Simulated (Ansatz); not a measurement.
System: FGe$_{2}$H$_{5}$···H$_{2}$.

Input

```
crystal:
  periodic: [false, false, false]
  atoms:
    - { symbol: Ge, position_ang: [-0.114299, 0.114488, -0.071971] }
    - { symbol: F, position_ang: [-0.16171, 0.136796, 1.651801] }
    - { symbol: H, position_ang: [1.374327, 0.199806, -0.472199] }
    - { symbol: H, position_ang: [-0.817002, 1.429305, -0.483795] }
    - { symbol: Ge, position_ang: [-1.269576, -1.904126, -0.880758] }
    - { symbol: H, position_ang: [-2.048609, -2.552689, 0.277278] }
    - { symbol: H, position_ang: [-2.258662, -1.540621, -2.005363] }
    - { symbol: H, position_ang: [-0.251352, -2.919197, -1.435533] }
    - { symbol: H, position_ang: [1.271391, -1.95156, 1.123223] }
    - { symbol: H, position_ang: [0.958192, -1.674, 1.692918] }
basis:
  gaussian: { orbitals: def2-mTZVP }
hamiltonian:
  xc: b3lyp
relax:
  f_tol: 0.03
  max_steps: 50
output:
  orbitals: {}
```

Launched as:

```sh
ansatz run input.yaml --threads 4 --pin off --max-ram 5120MiB --backend cpu --events-out ev --progress --plain --runs-dir out
```

The fields are those of the run's last geometry, not of the input's.

The calculation used RKS B3LYP/def2-mTZVP (Ansatz).

**Predict the electron density and electron localisation function between the atoms.**

Ge–F (1.77 Å): ρ at the midpoint is about 0.88 e/Å³; the ELF peaks at about 0.80 in the valence shell of F, 0.6 Å from its nucleus, and is about 0.25 at the midpoint.
Ge–Ge (2.44 Å): ρ at the midpoint is about 0.57 e/Å³; the ELF peaks at about 0.90 between the atoms, as expected for a shared electron pair.
Ge–H (1.54 Å): ρ is about 1 e/Å³ halfway; the ELF climbs to about 1 towards the hydrogen.

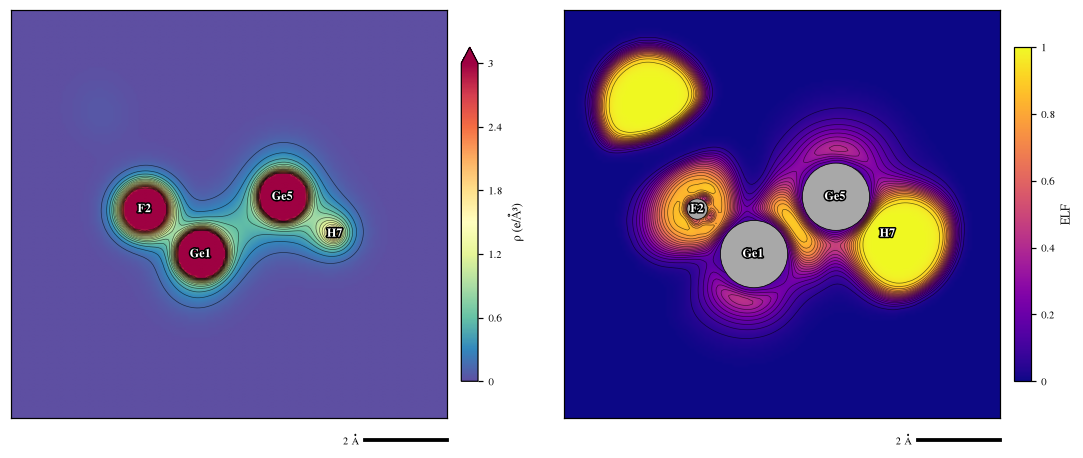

Computed electron density and electron localisation function on the plane of atoms Ge1, Ge5 and H7, in this order. Grey discs cover the atomic cores in the ELF map. 
